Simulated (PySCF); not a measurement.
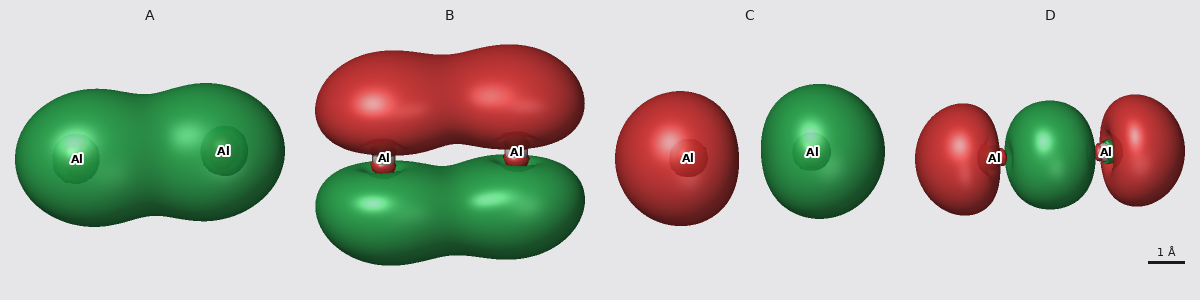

Al2 (charge +1, doublet). Four frontier α-spin orbitals, each drawn at the value that holds 80 % of its norm (green and red are the two phases), in no order; of a degenerate pair one member is drawn.

All numbers below come from PySCF, PBE0/6-311G(d,p), non-relativistic, at a bond length of 3.243 Å.

Question: Label each orbital by symmetry, say whether it is occupied, and order them by energy.

Answer: Orbital A: σg, occupied in this spin, −15.10 eV; with no node between the nuclei.
Orbital C: σu, occupied in this spin, −13.40 eV; antibonding, with a node between the atoms.
Orbital D: σg, occupied in this spin, −9.67 eV; with no node between the nuclei.
Orbital B: πu, empty in this spin, −7.34 eV; with no node between the nuclei, bonding.
